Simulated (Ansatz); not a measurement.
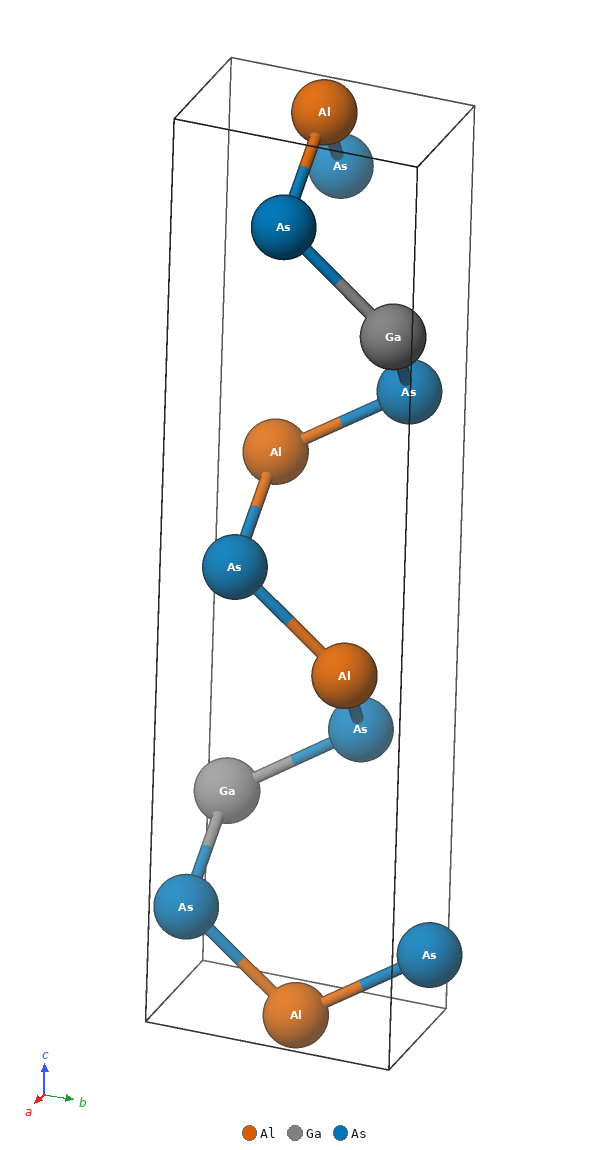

Crystal structure, ball-and-stick style, seen slightly off an axis. The wireframe shows the cell (the run's own, in a reduced setting).

```xyz
10
Lattice="0.0000 -4.0562 0.0000 4.0562 0.0000 0.0000 -2.0281 2.0281 14.3348" Properties=species:S:1:pos:R:3 pbc="T T T"
Al    2.0281   -2.0281    0.0000
Al    2.0281   -2.0281    5.7365
Al    0.0000    0.0000    8.5983
Ga    2.0281   -2.0281   11.4664
Ga    0.0000    0.0000    2.8684
As    0.0000   -2.0281    1.4252
As    2.0281    0.0000    4.3113
As    0.0000   -2.0281    7.1674
As    2.0281    0.0000   10.0235
As    0.0000   -2.0281   12.9096
```

Theory: Ansatz 0.2.0, DFT PBE, scalar-relativistic, plane waves, PAW. Numerical settings: a 420 eV plane-wave basis, k-points about 0.22 Å⁻¹ apart, Gaussian smearing of 0.02 eV, no spin polarisation.

How charged are the atoms, by the Bader scheme?

Al +1.94 e; Ga +0.69 e; As -1.94 to -1.32 e. The transfer is large, as in an ionic solid.

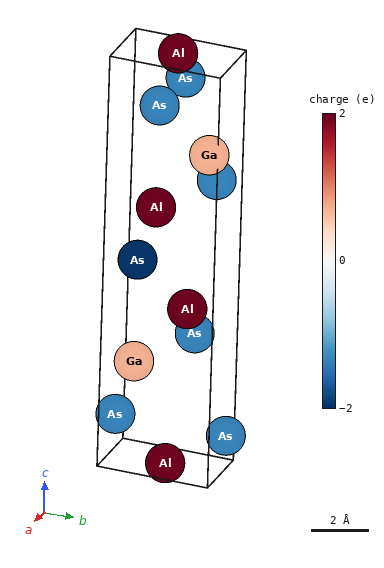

The atoms coloured by those charges.

Its origin is a structure type filled with these elements by a generator (whether the compound takes this form wasn't checked). Earlier steps of the study, as a rule a relaxation of our own, may have changed the cell and positions, so they can lie some per cent off the listed ones. It went into a calculation with Ansatz.
